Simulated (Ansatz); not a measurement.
**Predicting a hybrid from its neighbours: H2S (hydrogen sulfide)**

H2S: 3 atoms, total charge 0, spin state singlet. SMILES: `S`. The coordinates come from a PBE0-D4/def2-TZVP relaxation.

The electronic atomisation energy y, in eV, basis 6-31G(d); a is the functional's share of exact exchange. Programs: Ansatz 0.2.0.

| functional | program | a | y (eV) |
| --- | --- | --- | --- |
| BLYP | Ansatz | 0 | 7.58 |
| r2SCAN | Ansatz | 0 | 7.61 |
| B3LYP | Ansatz | 0.2 | ? |
| r2SCAN0 | Ansatz | 0.25 | 7.50 |
| PBE0 | Ansatz | 0.25 | 7.52 |
| BHLYP | Ansatz | 0.5 | 7.39 |

Fit y = c + s·a to the known rows and predict B3LYP.


1. Means of the 5 rows: a = 0.2000, y = 7.520.
2. Σ(Δa)² = 0.175, Σ(Δa·Δy) = -0.07, so the slope is -0.07/0.175 = -0.4.
3. Intercept: 7.520 − (-0.4) × 0.2000 = 7.600. The largest residual of the fit is 0.020.
4. B3LYP: 7.600 + (-0.4) × 0.2 = 7.52 eV.

The run gave 7.62 eV, so the prediction is off by -0.10 eV, more than the largest residual. The rows mix families of semi-local functionals, which the line can't see.

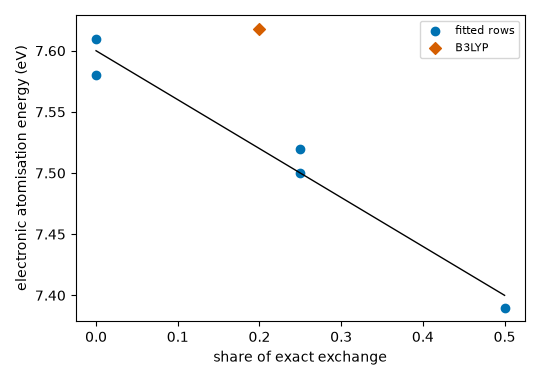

The fitted line, with the withheld row.
